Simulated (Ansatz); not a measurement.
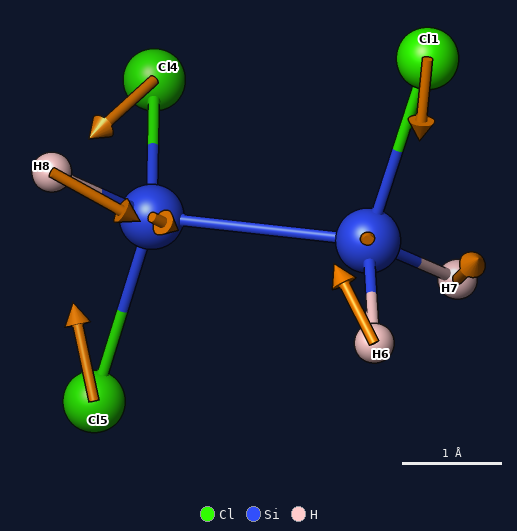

A relaxation of Si$_{2}$H$_{3}$Cl$_{3}$. The starting structure is drawn; orange arrows show the displacements, magnified 30 times. The two geometries are superimposed by the best rigid fit.

The picture is a ball-and-stick view, seen at a tilt.

The start comes from PBE-D4/def2-SVP.

Theory: RKS PBE0-D4/def2-TZVP (Ansatz 0.2.0). Settings: force threshold 0.005 eV/Å; at most 150 steps.

Q: What did the optimiser do to the structure, and how much energy did it gain?

A: An H atom moves most after the best rigid fit: 0.036 Å. Largest moves by element: H 0.036 Å, Cl 0.036 Å, Si 0.014 Å. Some distances before and after: Cl–Si 2.084 → 2.052 Å, H–Si 1.503 → 1.484 Å, Si–Si 2.346 → 2.338 Å. The energy falls by 0.040 eV in 5 geometry steps. The largest force component goes from 0.5 to 0.0025 eV/Å.
